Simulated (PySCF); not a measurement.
**C₄H₅Cl, SMILES `CC1=C(Cl)C1`: what the electrons do**

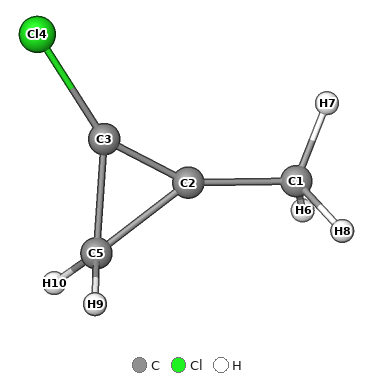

The molecule, with its atoms numbered as below. No frequency check shows the geometry to be a minimum.

Coordinates in Å:

```
C1       2.2389    0.8449   -0.0001
C2       1.0503   -0.0120    0.0000
C3      -0.2333   -0.2147    0.0000
Cl4     -1.8185    0.3525    0.0000
C5       0.5961   -1.4616   -0.0001
H6       2.8466    0.6381   -0.8810
H7       1.9529    1.8944   -0.0002
H8       2.8463    0.6382    0.8818
H9       0.6780   -2.0513    0.9071
H10      0.6783   -2.0514   -0.9066
```

Part 1: Localised orbitals

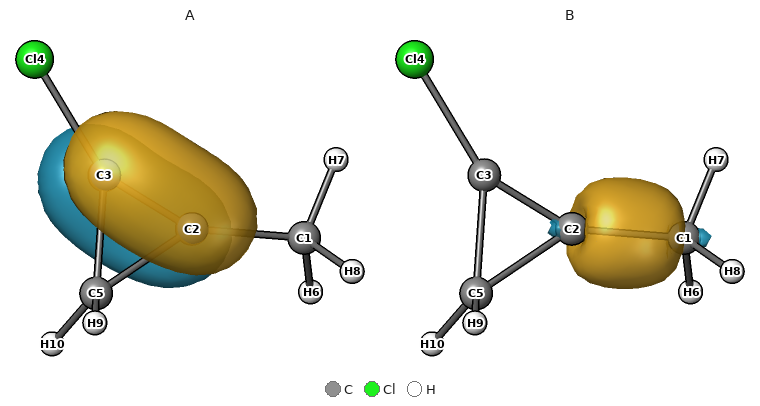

Intrinsic bond orbitals (IBO), occupied; each surface holds about 70 % of the orbital's density. Energies are diagonal elements of the Fock matrix.

Method: ωB97X/def2-TZVP; geometry: GFN2-xTB; program: PySCF.

Question: Identify each orbital.

Answer: By panel:
- A: π bond C3–C2 (C3 50 %, C2 46 %; −11.1 eV)
- B: σ bond C2–C1 (C2 52 %, C1 48 %; −19.3 eV)

Part 2: Magnetic shielding

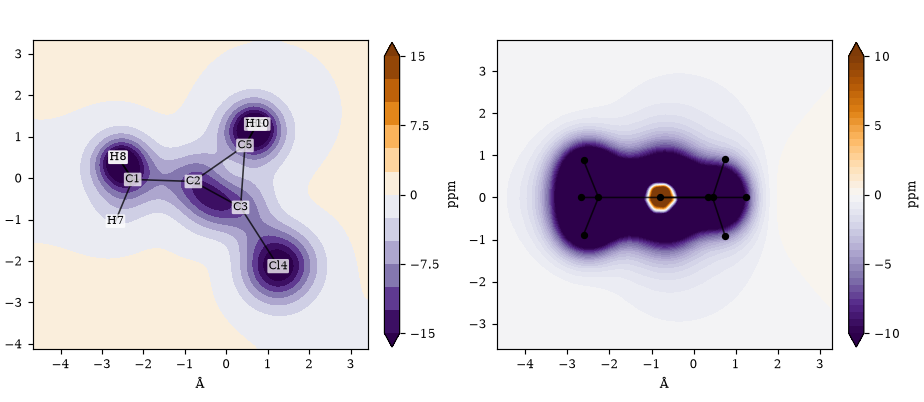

Isotropic NICS 1.0 Å above the plane of the 3-membered ring C2/C3/C5 (left) and isotropic NICS in a plane perpendicular to the same ring (right); GIAO shieldings; atoms are projected onto the map; negative values mean shielding.

Level of theory: HF/def2-SVPD (PySCF), at a geometry from GFN2-xTB.

Question: Is the ring aromatic by this magnetic criterion?

Answer: It is shielded above its centre; in a three-membered ring σ bonds weigh heavily, so the values alone don't measure π aromaticity: NICS(0) = −31.9, NICS(1) = −7.1, NICS(1)zz = −14.2 ppm.

Question: What absolute proton shieldings does the same calculation give?

Answer: From 29.8 ppm (H7) to 31.1 ppm (H9 and H10).

Part 3: Stretching a bond

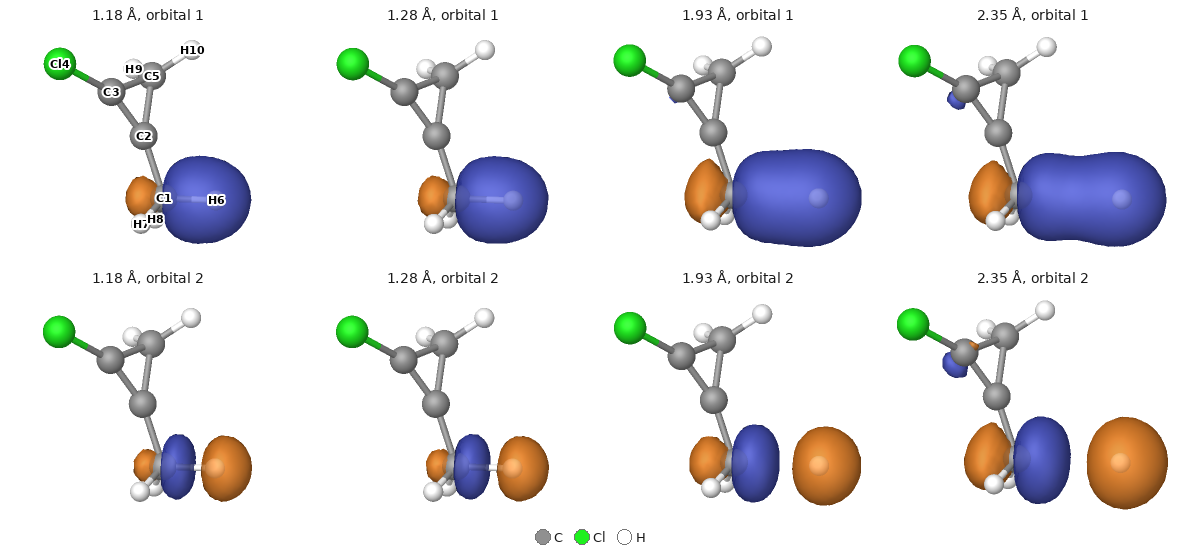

Rigid stretch of the C1–H6 bond. The two CASSCF(2,2) natural orbitals nearest half filling (orbital 1 the more occupied).

PySCF calculation, def2-SVP basis, gas phase; geometry: GFN2-xTB.

Question: How do the occupations change along the stretch?

Answer: 1.18 Å: 1.98 and 0.02; 1.28 Å: 1.97 and 0.03; 1.93 Å: 1.83 and 0.17; 2.35 Å: 1.62 and 0.38. At the longest distance computed (3.00 Å) they are 1.30 and 0.70, and the effective number of unpaired electrons is 1.7.

UHF's ⟨S²⟩ passes 1 along the scan (up to 1.17), so it also polarises electrons outside the stretched bond; its energy lowering isn't due to that bond alone.

Question: Where does the UHF solution part from RHF?

Answer: Between 1.44 Å (⟨S²⟩ = 0, the two coincide) and 1.66 Å (⟨S²⟩ = 0.23); at 3.00 Å ⟨S²⟩ is 1.17 and UHF lies 3.4 eV below RHF.

Question: How much energy does the stretch cost?

Answer: By CASSCF, 4.2 eV from the lowest point of the scan (1.07 Å) to 3.00 Å; RHF gives 7.0 eV from its own lowest point. The fragments aren't relaxed and dynamic correlation is missing, so this isn't a bond dissociation energy.
